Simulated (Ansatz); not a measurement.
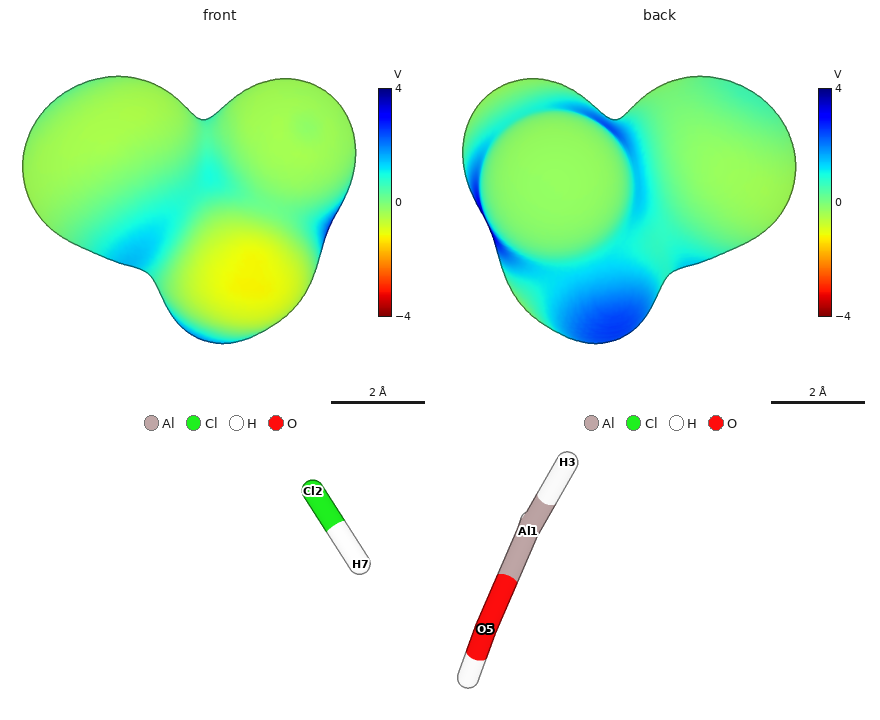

Figure. AlH$_{3}$O···HCl. The molecular electrostatic potential painted on the density surface at 0.002 e/bohr³, seen from the front and from behind; the colour scale runs from red (negative) to blue (positive). The bare structure is drawn below in the same view.

Not at a stationary point (largest force 0.9 eV/Å).

Method: Ansatz, RKS BLYP/def2-TZVP.

```csv
atom,x (Å),y (Å),z (Å)
Al,0.0125,-0.4169,-0.4800
Cl,-0.0096,-0.0950,2.9340
H,1.3983,0.3187,-0.6275
H,-1.3897,0.1126,-0.9929
O,0.1135,-2.0329,0.2167
H,-0.6754,-2.5934,0.2259
H,0.2401,-1.2315,2.2680
```

**Where is the surface potential most negative and most positive?**

The most negative region (about −1.2 V, or −28 kcal/mol for a unit charge) lies over O5, the most positive (about +3.3 V, or +76 kcal/mol for a unit charge) over Al1. Cl2 shows a σ-hole: about +0.6 V, or +14 kcal/mol for a unit charge at the tip opposite its bond, against about −0.2 V on its flanks. O5 is the likeliest acceptor of a hydrogen bond.
